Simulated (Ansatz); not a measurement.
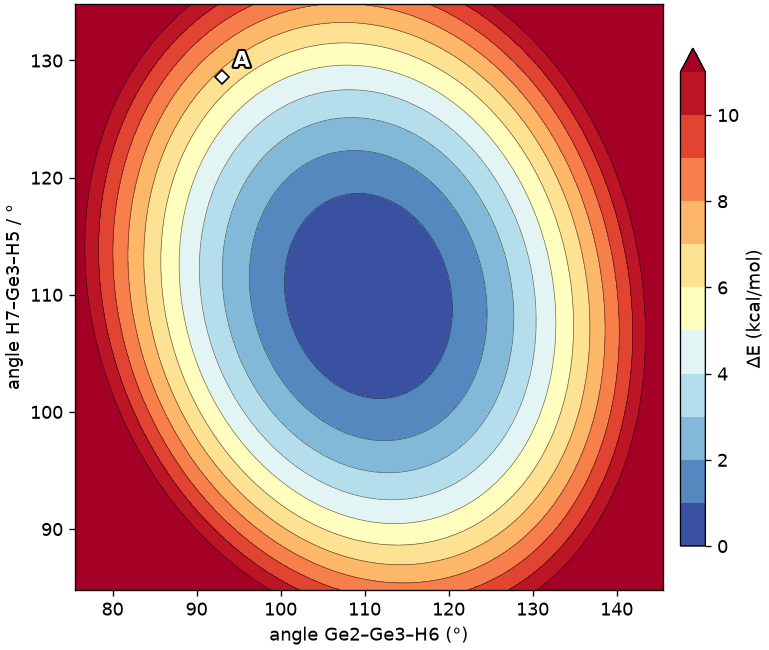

ClGe₂H₄, SMILES [Cl][GeH][GeH3], spin multiplicity 2. 
- The first coordinate is: angle Ge2–Ge3–H6; the second: angle H7–Ge3–H5.
- Nothing is relaxed (all other coordinates rigid).
- The grid has 9 × 9 points.
- Points are written as (first, second).
- Energies are in kcal/mol, from the lowest grid point.
- Computed with Ansatz, UKS PBE0-D4/def2-TZVP.

Drawn: filled contours, one colour for all values above the top of the scale, the point A. Between grid points the surface is interpolated.

Which way does the force act at A, and how strong is it?

A, at (93.0°, 128.6°), is not a stationary point. The computed force is 0.29 kcal/mol for each degree towards larger values of angle Ge2–Ge3–H6 and 0.44 kcal/mol for each degree towards smaller values of angle H7–Ge3–H5.
